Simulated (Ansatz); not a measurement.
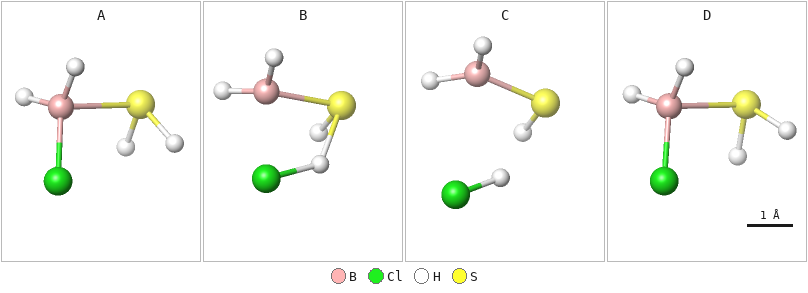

4 geometries from a converged minimum-energy path of BH$_{4}$SCl, shuffled. Style: ball-and-stick. Shown at a tilt.

Method: RKS BLYP/def2-SVP (Ansatz). Set-up: 7 movable images; climbing image; force threshold 0.05 eV/Å; iteration limit 60; starting path through a guess of the saddle point.

Q: Which frame is the transition state?

A: B. In order along the path, whose images run from 0 to 8: D (image 0, 0.0 kcal/mol), A (image 1, +0.3 kcal/mol), B (image 5, +16.3 kcal/mol), C (image 7, +4.7 kcal/mol). Breaking: B–Cl (1.83 → 3.69 Å), H–S (1.37 → 2.72 Å). Forming: Cl–H (3.23 → 1.31 Å).
